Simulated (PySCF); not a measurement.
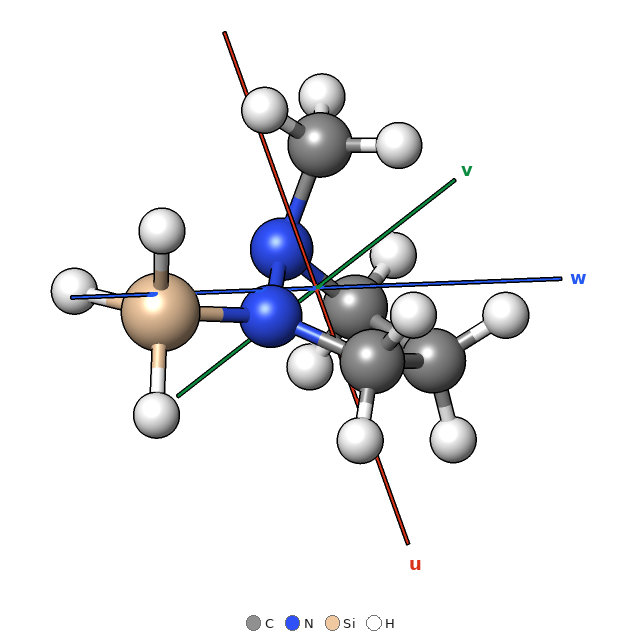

The lines u, v and w are the principal axes of the static dipole polarisability. The geometry was computed by an optimisation with GFN2-xTB. No frequency run is at hand to confirm it as a minimum. Computed with CAM-B3LYP/def2-SVPD (PySCF 2.14.0).

**Along which axis is the molecule most polarisable, and along which least?**

Most along w, least along v.

**Give the three principal values.**

u 87.2, v 78.3, w 96.8 bohr³; mean 87.4, anisotropy 16.0 bohr³.

The geometry is semi-empirical. Around Si such bond lengths and angles can be off by a tenth of an ångström or more and by several degrees, and values that hang on the shape move with them.
